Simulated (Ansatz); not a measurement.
```
Na H Se
1.0
     4.49818    0.00000    0.00000
     0.00000    4.49818    0.00000
     0.00000    0.00000    4.49818
Na H Se
3 1 1
Direct
  0.00000 0.50000 0.50000
  0.50000 0.00000 0.50000
  0.50000 0.50000 0.00000
  0.50000 0.50000 0.50000
  0.00000 0.00000 0.00000
```

Space group Pm-3m; a generated structure, not necessarily the stable one.

All numbers below come from DFT r2SCAN, scalar-relativistic, plane waves, PAW in Ansatz.

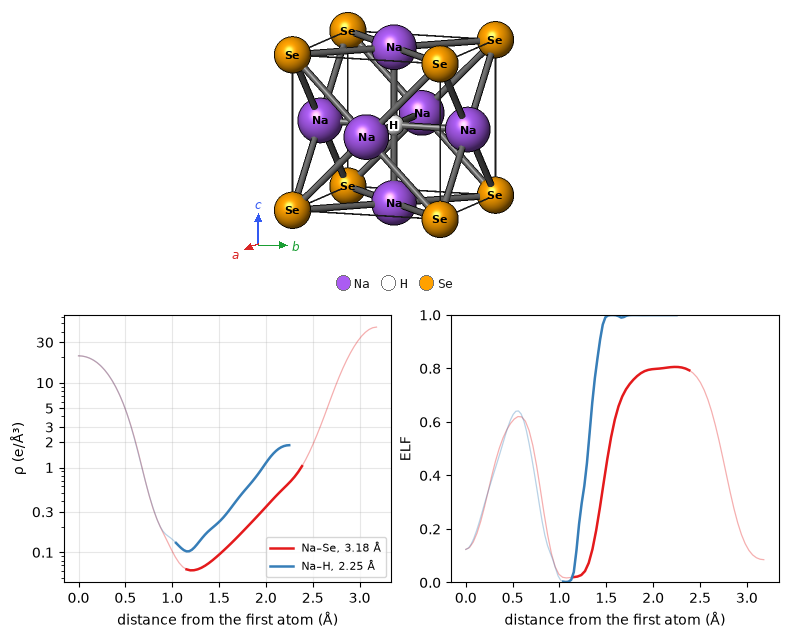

Na₃HSe. Valence pseudo-density and ELF along straight lines between neighbouring atoms. Thin, pale parts lie inside the atomic spheres. The structure is drawn too.

The density is the valence pseudo-density of a PAW calculation; it isn't the true density close to the nuclei.

**What can be read from the curves?**

Na–Se (3.18 Å): ρ is about 0.12 e/Å³ halfway, with its minimum of 0.06 e/Å³ about 1.2 Å from Na; the ELF is about 0.60 at the midpoint; an ionic contact with no shared pair.
Na–H (2.25 Å): the density is about 0.11 e/Å³ at the midpoint; the ELF climbs to about 1 towards the hydrogen.
